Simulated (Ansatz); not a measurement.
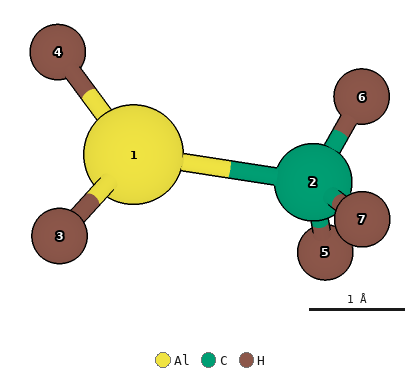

*The input geometry (ball-and-stick view, seen at a tilt; atoms are numbered from 1 in the order of the input). Sticks mark near contacts.*

Bond lengths as drawn: Al–C 1.95 Å, Al–H 1.59 Å and C–H 1.09 to 1.10 Å.

# Single-point calculation, with input and output: CH₅Al

The run: single-point calculation of CH₅Al. Method and program: RKS SPW92 (LDA)/def2-TZVPP (Ansatz 0.2.0).

The geometry comes from this level: PBE0-D4/def2-TZVP.

## The program's output
```
Functional definition: SPW92
  name "SPW92"
  cite "Dirac, Proc. Camb. Phil. Soc. 26, 376 (1930) doi:10.1017/S0305004100016108"
  cite "Slater, Phys. Rev. 81, 385 (1951) doi:10.1103/PhysRev.81.385"
  cite "Perdew & Wang, Phys. Rev. B 45, 13244 (1992) doi:10.1103/PhysRevB.45.13244"
  exchange = slater_x
  correlation = pw_c
744 factors; their error is unknown
mean field evaluation 1: about -7664.9987 eV, gradient 6.8e1 eV
mean field evaluation 2: about -7645.5123 eV, gradient 9.4e1 eV
mean field evaluation 4: about -7675.5415 eV, gradient 3.2e0 eV
mean field evaluation 8: about -7675.5822 eV, gradient 2.3e-2 eV
mean field evaluation 16: about -7675.5714 eV, gradient 3.2e-5 eV
mean field -7675.57144657 eV, -282.0720479722 hartree, gradient 3.2e-5 eV, S^2 0.000000; 0 other end points of the search recorded, 0 dependent functions left out
reference -7675.57148620 eV, -282.0720494287 hartree; 12, 12 occupied and 131, 131 virtual orbitals, 744 factors
Total energy: -7675.57148620 eV, -282.0720494287 hartree
```

The run was set up as follows.

## Input
```yaml
crystal:
  periodic: [false, false, false]
  atoms:
    - {symbol: Al, position_ang: [-0.376211, -1.403620, 0.797844]}
    - {symbol: C, position_ang: [-1.788732, -0.082488, 0.548507]}
    - {symbol: H, position_ang: [-0.209374, -2.614144, -0.220117]}
    - {symbol: H, position_ang: [0.609989, -1.305283, 2.041726]}
    - {symbol: H, position_ang: [-2.685225, -0.397567, 1.096975]}
    - {symbol: H, position_ang: [-1.513821, 0.901076, 0.938176]}
    - {symbol: H, position_ang: [-2.082443, 0.026914, -0.498424]}
basis:
  gaussian: {orbitals: def2-TZVPP}
hamiltonian: {xc: lda}
```

Launch command:
```bash
ansatz run in.yaml --threads 4 --pin off --events-out ev --progress --plain --max-ram 9574MiB
```

## Results in brief

| quantity | value |
| --- | --- |
| outcome | converged |
| total energy | −7675.5715 eV |
| SCF solution under orbital rotations | stable |
| hardware | 4 threads of Intel Xeon @ 2.50GHz, 180 GiB of memory available, shared host |
| wall time | 0.86 s (CPU time 2.2 s) |
| peak memory | 0.6 GiB |
